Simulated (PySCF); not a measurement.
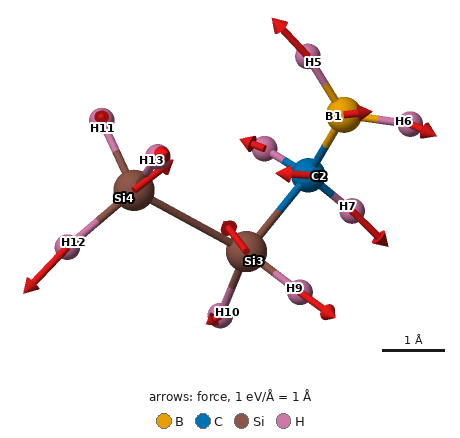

Starting geometry of CH$_{9}$BSi$_{2}$ with the computed forces as red arrows. The picture is a ball-and-stick view, seen from a free direction.

The start comes from GFN2-xTB. Its atoms were then displaced at random by about 0.01 Å.

The calculation used PBE0-D3(BJ)/def2-SVP geometry optimisation, gas phase in PySCF 2.14.0, density-fitted response routines. 

What follows when this structure is relaxed?

It isn't relaxed: the largest force vector, on an H atom, is 1.09 eV/Å. The final displacements have little in common with the starting forces (cosine between the two patterns 0.09). After 11 geometry steps the energy has fallen by 14.5 kJ/mol. The largest moves after the best rigid fit, 0.39 Å, are those of H atoms. Largest moves by element: H 0.39 Å, Si 0.12 Å, B 0.10 Å, C 0.05 Å. Among the contacts that change: H–Si 1.443 → 1.496 Å, B–H 1.177 → 1.212 Å, B–C 1.512 → 1.538 Å, C–H 1.077 → 1.101 Å. Bond angles that change, for instance: C–Si–H 105.0° → 108.0°, Si–Si–H 112.2° → 109.4°, H–Si–H 106.2° → 108.7°. Cost: 51 s on 1 thread of Arm Neoverse V1, on a shared host.
